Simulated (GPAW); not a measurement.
## Converging the k-point mesh: Rh (Fm-3m, 1 atom in the cell)

```yaml
crystal:
  lattice:
    - [0.00000, 1.90950, 1.90950]
    - [1.90950, 0.00000, 1.90950]
    - [1.90950, 1.90950, 0.00000]
  atoms:
    - { symbol: Rh, position: [0.00000, 0.00000, 0.00000] }
```

Method: PBE, GPAW PAW datasets PBE (gpaw-data 1.0.1) (plane waves; GPAW).

Base settings: mode = pw; ecut = 550 eV; xc = PBE; kpts = 13 13 13; mesh shift (steps) = 0 0 0; occupations.name = fermi-dirac; occupations.width = 0.1 eV; nbands = -5; convergence.forces = 0.001 eV/Å; symmetry.symmorphic = false.

Only quantities that move along the ladder and can be compared are tabulated.

The count of work is k-points × plane waves × bands × iterations; it is no time. Core times come from one kind of shared machine, to one figure; runs under 30 s give none.

The starting cell has typed, rounded lattice constants, without a prior relaxation at this level. Its lattice was rescaled by up to half a per cent. Spin polarisation is off. In the base run, with a pressure of about 5 GPa the cell is away from its equilibrium volume at this level.

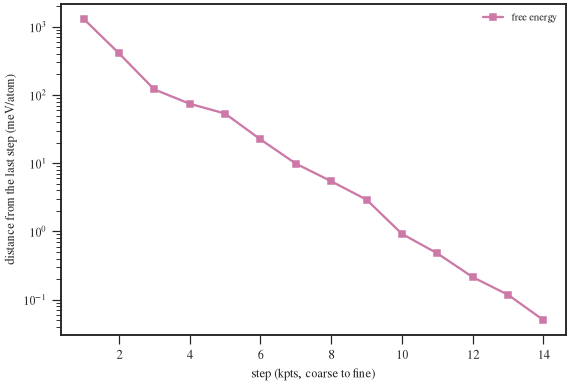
Figure: Distance from the last step along the ladder; very small values are drawn at a floor.

```csv
kpts,free energy less the last step's (meV/atom),pressure (GPa),count of work / last,core time / last (rough)
3 3 3,1313.28,28.63,0.0029,–
4 4 4,-410.02,-2.55,0.0051,–
5 5 5,120.67,7.25,0.0073,–
6 6 6,74.47,6.01,0.012,–
7 7 7,-53.43,3.35,0.014,–
8 8 8,22.35,5.35,0.020,–
9 9 9,9.86,4.60,0.023,–
11 11 11,5.43,4.79,0.041,–
13 13 13,-2.91,4.54,0.066,–
16 16 16,-0.92,4.54,0.093,–
19 19 19,-0.48,4.55,0.14,–
23 23 23,0.21,4.52,0.25,0.3
29 29 29,0.12,4.51,0.44,0.5
36 36 36,0.00,4.51,0.81,0.7
39 39 39,0.00,4.51,1.0,1
```

Coarsest kpts that holds the free energy within 5 meV/atom of the last step, with all finer ones: 13 13 13, at 0.066 of the last step's count of work; the step before is off by 5.4 meV/atom.

Coarsest kpts that holds the pressure within 0.2 GPa of the last step, with all finer ones: 13 13 13, at 0.066 of the last step's count of work; the step before is off by 0.28 GPa.
